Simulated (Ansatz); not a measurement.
Start from ZnSiP2 in the chalcopyrite structure (space group I-42d, No. 122; a = 5.306 Å, c = 10.380 Å).

Perturbation: every lattice vector is stretched by 0.75 %; the atoms relax in the strained cell.

All numbers come from LDA, PAW, 420 eV (Ansatz, a quantum-chemistry and plane-wave program; no spin-orbit coupling).

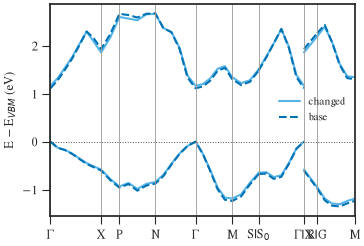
Figure: Highest valence and lowest conduction band along the path, each from its own valence-band maximum

The gap is 1.17 eV, direct at Γ; the base has 1.11 eV.

Whether these cells are dynamically stable was not tested.
